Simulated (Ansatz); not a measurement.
## Electronic structure of Ge3H9N···GeH4···H2O in real space

Input file:

```
crystal:
  periodic: [false, false, false]
  atoms:
    - {symbol: Ge, position_ang: [-1.611534, 0.311803, -0.034256]}
    - {symbol: Ge, position_ang: [2.908806, -0.662031, -0.601854]}
    - {symbol: Ge, position_ang: [-0.709628, -0.805117, 1.927683]}
    - {symbol: Ge, position_ang: [-2.084558, -1.263443, -1.831157]}
    - {symbol: H, position_ang: [-2.911065, 1.064621, 0.324680]}
    - {symbol: H, position_ang: [0.460567, 2.102944, 1.002831]}
    - {symbol: N, position_ang: [-0.446251, 1.672828, -0.593351]}
    - {symbol: H, position_ang: [2.986713, 0.525442, 0.360028]}
    - {symbol: O, position_ang: [0.937724, 1.976726, 1.848130]}
    - {symbol: H, position_ang: [3.047801, -1.986864, 0.157159]}
    - {symbol: H, position_ang: [1.543718, -0.651057, -1.316296]}
    - {symbol: H, position_ang: [4.008095, -0.564504, -1.670041]}
    - {symbol: H, position_ang: [-0.960094, -0.005231, 3.210189]}
    - {symbol: H, position_ang: [-1.466580, -2.147487, 2.035454]}
    - {symbol: H, position_ang: [0.781371, -1.112444, 1.754240]}
    - {symbol: H, position_ang: [-3.167671, -2.268210, -1.402631]}
    - {symbol: H, position_ang: [-0.812356, -2.045562, -2.200434]}
    - {symbol: H, position_ang: [-2.573615, -0.519922, -3.088058]}
    - {symbol: H, position_ang: [-0.920750, 2.366888, -1.157472]}
    - {symbol: H, position_ang: [0.326209, 1.311596, -1.140563]}
    - {symbol: H, position_ang: [0.663099, 2.698928, 2.415819]}
basis:
  gaussian: {orbitals: def2-TZVPP}
hamiltonian: {xc: pbe0, dispersion: d4}
output: {orbitals: {seedname: orbitals}}
```

Launched as:

```sh
ansatz run in.yaml --threads 11 --pin off --events-out ev --progress --plain --max-ram 174080MiB --backend cuda --devices 0, --max-vram 75GiB
```

The product side of a reaction path; geometry: PBE0-D4/def2-TZVP.

These are results of Ansatz, RKS PBE0-D4/def2-TZVPP, not measurements.

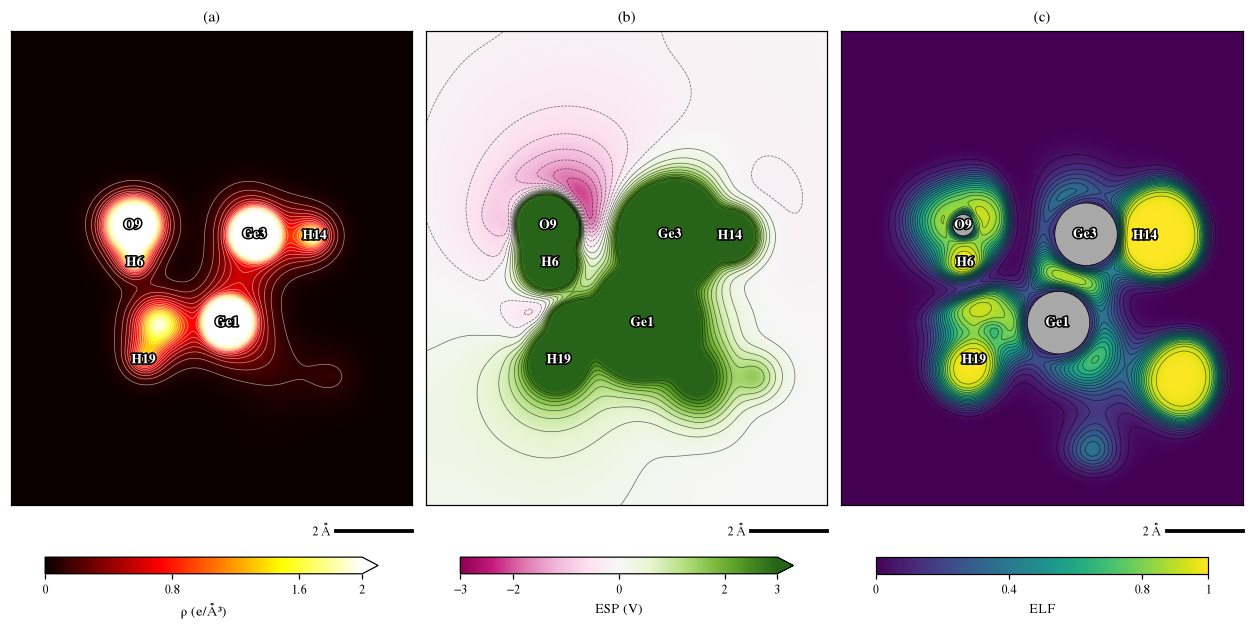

Figure 1. (a) electron density; (b) electrostatic potential; (c) electron localisation function on the plane of atoms Ge1, Ge3 and H14. Grey discs cover the atomic cores in the ELF map.

### What do the fields say about this system?

The plane passes through Ge, H and O nuclei. Ge–Ge (2.43 Å): ρ is about 0.59 e/Å³ halfway; the ELF peaks at about 0.90 between the atoms (a covalent bond). O–H (0.98 Å): ρ at the midpoint is about 3.7 e/Å³; the ELF climbs to about 1 towards the hydrogen, as it does in any bond to H (an ordinary covalent bond to hydrogen). Ge–H (1.54 Å): ρ at the midpoint is about 1 e/Å³; the ELF climbs to about 1 towards the hydrogen. The ELF also peaks beside O9, away from the bonds: lone-pair regions. Outside the dense part of the complex the potential is most negative (−2.1 V) near O9.

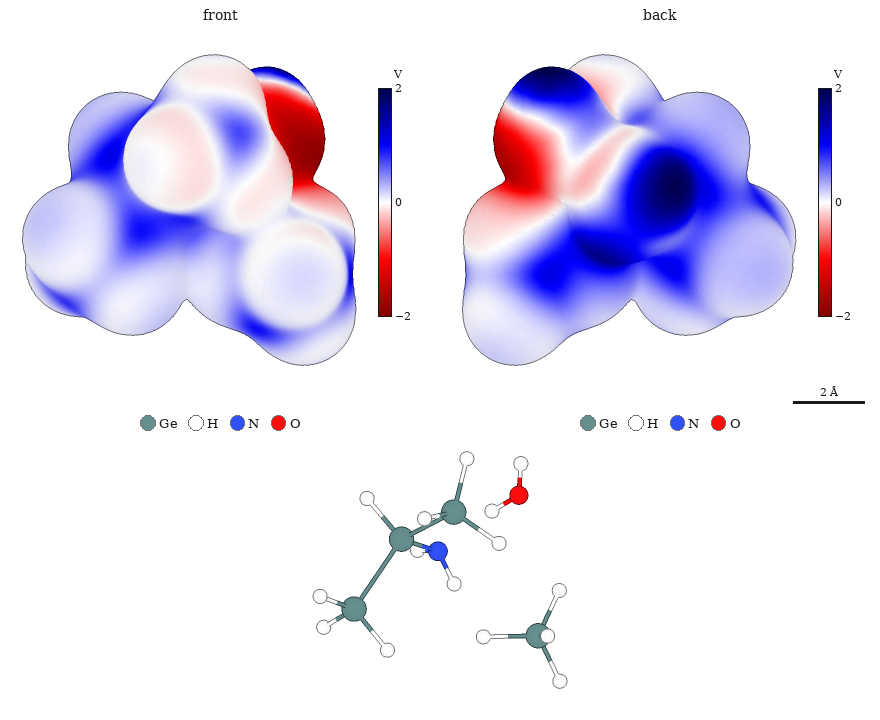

Figure 2. The electrostatic potential painted on the density surface at 0.002 e/bohr³, seen from the front and from behind; the colour scale runs from red (negative) to blue (positive). The bare structure is drawn below in the same view.

### Describe the electrostatic potential map.

The most negative region (about −1.8 V, or −42 kcal/mol for a unit charge) lies over O9, the most positive (about +1.9 V, or +44 kcal/mol for a unit charge) over H19 and H21. O9 is the likeliest acceptor of a hydrogen bond.

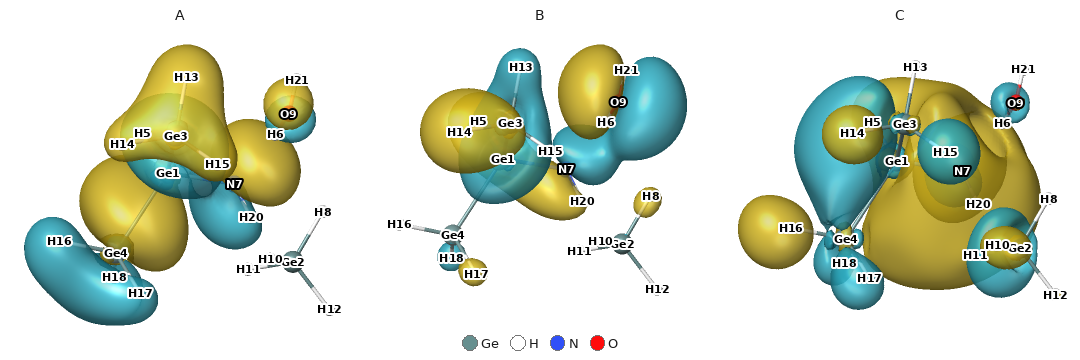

Figure 3. Three frontier orbitals at ±0.05 Å⁻³ᐟ² (yellow and cyan are the two phases), in no order.

### Order the three orbitals by energy and name them.

B is the HOMO−1 (−8.18 eV). Its weight (Hirshfeld) is mainly on O9 (about 60 %), Ge3 (about 10 %), Ge1 (about 5 %) and N7 (about 5 %). A is the HOMO (−7.16 eV). Its weight (Hirshfeld) is mainly on N7 (about 25 %), Ge4 (about 20 %), Ge1 (about 20 %) and Ge3 (about 15 %). C is the LUMO (−0.34 eV). It lies mainly on Ge1 (about 25 %), Ge4 (about 15 %), N7 (about 10 %), H19 (about 10 %) and Ge3 (about 10 %).

### What is the HOMO–LUMO gap?

6.82 eV between the orbital energies.
